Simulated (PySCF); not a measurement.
# SiH3Br (SMILES [SiH3]Br) at SVWN5/def2-TZVP

What is the energy change on altering one bond length of SiH3Br at SVWN5/def2-TZVP? The job is set up through a Python script.

The results are computed with PySCF 2.14.0.

1 further run of the same task is left out (set aside as unsound or not needed).

## 1. The system as given

SiH3Br has 5 atoms, charge 0, and is taken as a singlet. As SMILES, `[SiH3]Br`. Geometry: relaxed at PBE0-D4/def2-TZVP.

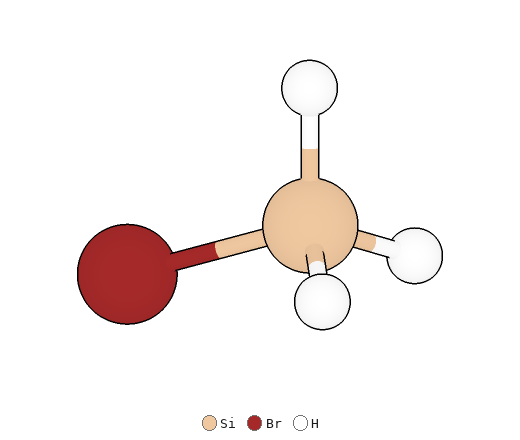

The structure, seen from a chosen angle (silicon light orange, bromine red, hydrogen white).

## 2. The energy at SVWN5/def2-TZVP

input.py

```python
# [SiH3]Br
from pyscf import gto, dft

molecule = gto.M(
    atom='''
Si    -0.147420     0.056100    -0.043220
Br     1.853020    -0.705130     0.543250
H     -1.064550    -0.105170     1.107850
H     -0.625550    -0.731350    -1.202270
H     -0.015510     1.485560    -0.405610
''',
    max_memory=1860,
    verbose=3,
    basis='def2-tzvp',
    charge=0,
)

mf = dft.RKS(molecule)
mf.xc = 'svwn'
mf.conv_tol = 1e-10
mf.grids.level = 5
mf.kernel()
if not mf.converged:
    mf = mf.newton().run(mf.mo_coeff, mf.mo_occ)

etot = mf.e_tot
print('Final energy', etot)
```

Run with:

```sh
$ OMP_NUM_THREADS=1 python input.py
```

What it wrote:

```text
converged SCF energy = -2860.75837213342
Final energy -2860.758372133418
```

Run time: 7.5 s. Hardware: 1 thread of Arm Neoverse V2, shared host; peak memory 0.35 GiB.

## 3. The distorted shape, same level

geometry.xyz

```xyz
5

Si    -0.003994     0.292314     0.304465
Br     1.996446    -0.468916     0.890935
H     -0.921124     0.131044     1.455535
H     -0.625550    -0.731350    -1.202270
H      0.127916     1.721774    -0.057925
```

calc.py

```python
from pyscf import gto, dft

mol = gto.M(
    atom='geometry.xyz',
    verbose=3,
    charge=0,
    spin=0,
    basis='def2-tzvp',
    max_memory=1860,
)

calc0 = dft.RKS(mol, xc='svwn')
calc0.grids.level = 5
calc0.conv_tol = 1e-10
calc0.kernel()
if not calc0.converged:
    calc0 = calc0.newton().run(calc0.mo_coeff, calc0.mo_occ)

e_tot = calc0.e_tot
print(f'total energy: {e_tot:.8f} hartree')
```

Run with:

```sh
$ OMP_NUM_THREADS=1 python calc.py
```

What it wrote:

```text
converged SCF energy = -2860.7252167253
total energy: -2860.72521673 hartree
```

Run time: 8.1 s. Hardware: 1 thread of Arm Neoverse V2, shared host; peak memory 0.35 GiB.

## 4. Summary of results

Level: SVWN5/def2-TZVP.

| quantity | value |
| --- | --- |
| first shape: total energy | -2860.75837 Eh |
| first shape: dipole moment | 1.28 D |
| first shape: HOMO energy | -7.32 eV |
| first shape: LUMO energy | -1.49 eV |
| first shape: HOMO–LUMO gap | 5.82 eV |
| distorted shape: total energy | -2860.72522 Eh |
| distorted shape: dipole moment | 1.09 D |
| distorted shape: HOMO energy | -7.16 eV |
| distorted shape: LUMO energy | -1.79 eV |
| distorted shape: HOMO–LUMO gap | 5.37 eV |
| energy change with the Si1–H4 bond stretched from 1.481 to 1.925 Å | 0.902 eV |

**Reading.** With the Si1–H4 bond stretched from 1.481 to 1.925 Å the energy rises by 0.90 eV (20.8 kcal/mol). The first shape isn't relaxed at this level, so the change isn't measured from a minimum.
